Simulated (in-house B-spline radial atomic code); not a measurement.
Run report: Lu²⁺, RPA and GW calculation

System: Lu²⁺, configuration [Xe] 4f14 6s1.
Method: RPA, second-order and SOSEX correlation energies and G0W0 (contour deformation) on a scalar-relativistic (spin-free one-electron X2C) mean field, all electrons, B-spline basis (in-house B-spline radial atomic code).

The input:
```
Z = 71
electrons = 69.0
configuration = [Xe] 4f14 6s1
hamiltonian = x2c
method = pbeh
lmax = 9
exact_exchange_fraction = 0.5
rms_radius = 5.37
spin_polarised = True
box_radius = 17.55
intervals = 68
ion_configuration = [Xe] 4f14
```

Hardware: 1 CPU thread, shared host.

The run was one of a batch that the task file lists, launched with:
```bash
python <driver script> task.json out
```

The program writes its results to a structured record and prints no log; tables and figures of this report are taken from that record.

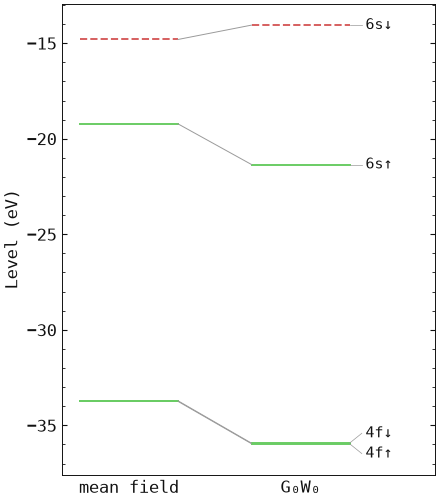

**Figure 1.** Mean-field and G₀W₀ levels (solid occupied, dashed empty) for Lu²⁺ ([Xe] 4f¹⁴ 6s). All-electron spherical atom, scalar X2C, PBE with 50 % exact exchange start, no spin-orbit coupling, Breit or QED terms; computed with a B-spline radial code. The quasi-particle equation is solved at full frequency; levels of low quasi-particle weight Z are left out. Σ columns are in eV, and Σc holds an estimate for the angular momenta beyond the basis. G₀W₀ moves the highest occupied level, 6s↑, from −19.22 to −21.35 eV (renormalisation factor Z = 0.96); the measured removal energy is 20.96 eV, so the error is +0.39 eV. The empty level 6s↓ goes from −14.81 to −14.06 eV.

| Level | Mean field (eV) | Σx − vxc (eV) | Σc (eV) | Z | G₀W₀ (eV) |
| --- | --- | --- | --- | --- | --- |
| 6s↓ | −14.81 | 2.59 | −1.84 | 0.92 | −14.06 |
| 6s↑ | −19.22 | −0.80 | −1.33 | 0.96 | −21.35 |
| 4f↓ | −33.71 | −6.55 | 4.33 | 0.89 | −35.93 |
| 4f↑ | −33.74 | −6.54 | 4.32 | 0.89 | −35.96 |

Results in brief:

```
                                                                   quantity                 value
                                                                    outcome             converged
                                                    mean-field total energy  −14562.36051 hartree
                                     total energy with exact exchange alone  −14557.76690 hartree
                                                      exact exchange energy    −299.78979 hartree
RPA correlation, extrapolated in the angular momentum of the empty orbitals      −6.18304 hartree
                                                 RPA correlation, as summed      −6.03451 hartree
                                                   direct second-order term      −7.34216 hartree
                                                 second-order exchange term       1.80938 hartree
                                                                 SOSEX term       1.66405 hartree
                                                                  wall time                  14 s
```

Notes:

Limits: spin-orbit coupling, Breit and QED terms are absent.
